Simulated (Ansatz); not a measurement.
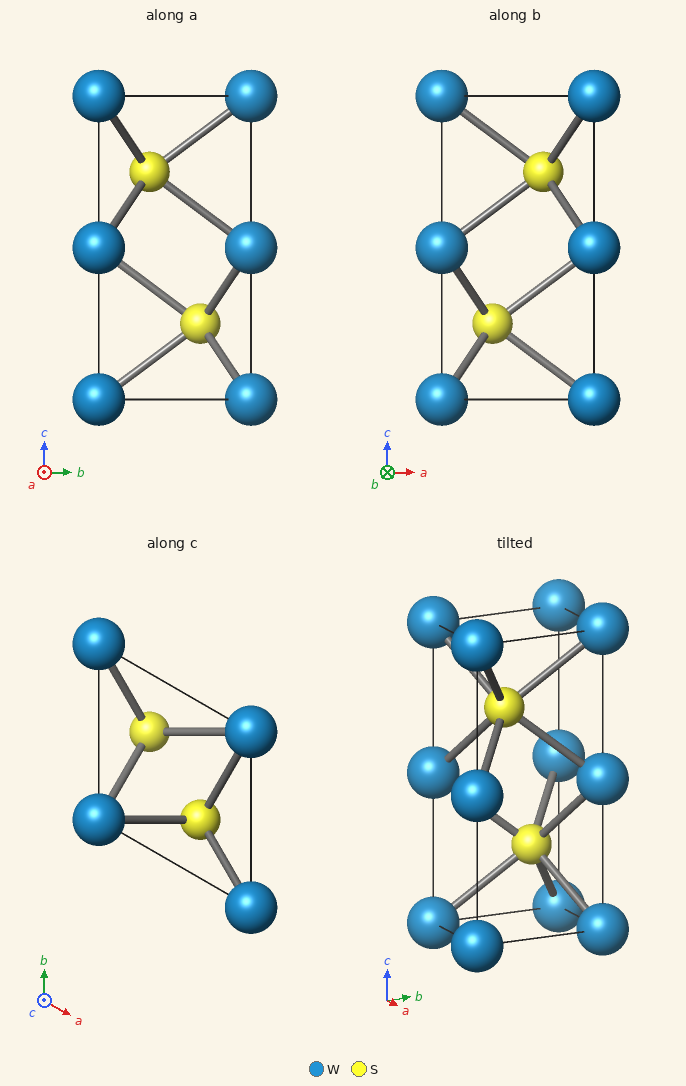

Crystal structure, ball-and-stick style, seen along the a axis, along the b axis, along the c axis and slightly off an axis. The conventional unit cell is outlined; an atom on or near a face, edge or corner is repeated at each equivalent position.

Lattice parameters: a = 3.6454 Å, b = 3.6454 Å, c = 6.2935 Å, α = 90.000°, β = 90.000°, γ = 120.000°.

> Give the structure in the form of a CIF with its space group and independent sites.

```cif
data_structure
_symmetry_space_group_name_H-M 'P 63/m m c'
_symmetry_Int_Tables_number 194
_cell_length_a 3.6454
_cell_length_b 3.6454
_cell_length_c 6.2935
_cell_angle_alpha 90.000
_cell_angle_beta 90.000
_cell_angle_gamma 120.000
_cell_volume 72.43
loop_
_atom_site_label
_atom_site_type_symbol
_atom_site_symmetry_multiplicity
_atom_site_Wyckoff_symbol
_atom_site_fract_x
_atom_site_fract_y
_atom_site_fract_z
_atom_site_occupancy
W1 W 2 a 0.0000 0.0000 0.0000 1
S1 S 2 c 0.3333 0.6667 0.2500 1
```

The starting point was a structure type filled with these elements by a generator (whether the compound takes this form wasn't checked). Earlier steps of the study, as a rule a relaxation of our own, may have changed the cell and positions, so they can lie some per cent off the listed ones. A calculation with Ansatz used it as input.
